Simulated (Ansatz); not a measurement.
# Fields on a plane of TiSi2 (C54 type, space group Fddd)

```
TiSi2
1.0
    0.00000     4.09012     4.24970
    2.38007     0.00000     4.24970
    2.38007     4.09012     0.00000
Si Ti
4 2
Direct
  0.66373   0.33627   0.66373
  0.33627   0.66373   0.33627
  0.58627   0.91373   0.58627
  0.91373   0.58627   0.91373
  0.00000   0.00000   0.00000
  0.25000   0.25000   0.25000
```

The slice is a (110) plane (indices of the conventional cell) through the point (0.336, 0.664, 0.336) (fractional), spanned by u = [1 -1 0] and v = [1 1 -1] in vectors of this cell: u (4.73 Å) and v (8.50 Å, at 90° to u). It covers one period; positions are fractions (u, v).

Atoms on it: Si at (0.00, 0.00); Si at (0.50, 0.75). Other atoms lie within 1 Å of the plane.

Level of theory: PBEsol (plane waves to 420 eV, PAW, scalar-relativistic; Ansatz, a quantum-chemistry and plane-wave program). k mesh 13×13×13. Near the nuclei the fields are pseudised (PAW); where an atom keeps semicore shells as valence, they peak there. The PAW data are Ansatz's earlier set. TiSi2 is run without spin polarisation. TiSi2 was relaxed with its symmetry unable to fall.

```tsv
v \ u	0.00	0.18	0.36	0.55	0.73	0.91
0.90	0.73	0.51	0.47	0.62	0.29	0.68
0.75	0.43	0.45	0.53	x	0.64	0.41
0.60	0.41	0.11	0.25	0.69	0.53	0.50
0.45	0.37	0.32	0.15	0.66	0.73	0.73
0.30	0.45	0.75	0.77	0.16	0.42	0.11
0.15	0.65	0.59	0.51	0.30	0.12	0.41
0.00	x	0.65	0.41	0.42	0.55	x
```

Values: electron localisation function (ELF). Points within 0.5 Å of a nucleus are blanked (x), as the pseudised field means little there.

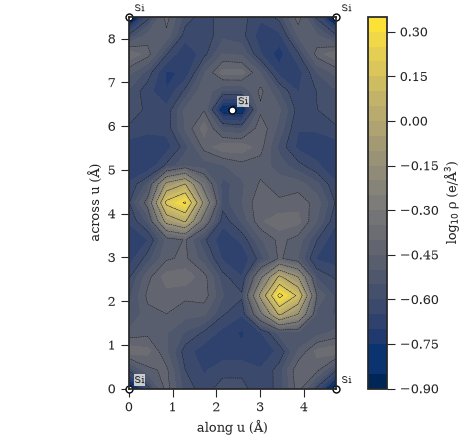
Figure: Log₁₀ of the valence density in e/Å³, one period of the plane, atoms marked. The scale is logarithmic, as a density can span decades between atoms and voids.
